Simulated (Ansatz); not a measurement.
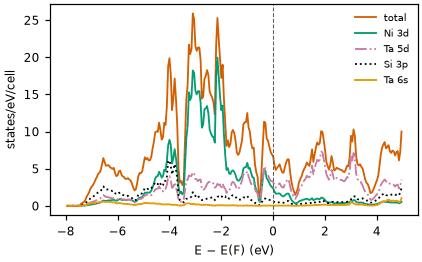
Figure: Total and projected density of states of TaSiNi in space group Pnma (No. 62; Ta on 4c, Si on 4c, Ni on 4c), the program Ansatz at the r²SCAN level (PAW)

Which orbitals carry the states next to the Fermi level?

Within 0.5 eV of the Fermi level: Ta 5d 49 %, Ni 3d 37 %, Si 3p 9 %. Projections are on Löwdin-orthogonalised atomic valence shells; empty p or d shells of many metals are not among them.

Where is the tallest occupied peak in this window, and what makes it?

Near -3.1 eV, about 26 states/eV per cell; the largest projected share is Ni 3d.

The workflow started from a Materials Project entry (that database holds measured and hypothetical structures alike); the Crystallography Open Database copy checked does not list it. Its standing as an ambient phase is unchecked. Symmetry was held in the r²SCAN relaxation; whether a distortion lowers the energy is not shown. The run is not spin-polarised. Scalar-relativistic: spin–orbit coupling is off unless named, which matters more the heavier the elements.

Potentials: the earlier of the program's two PAW sets.
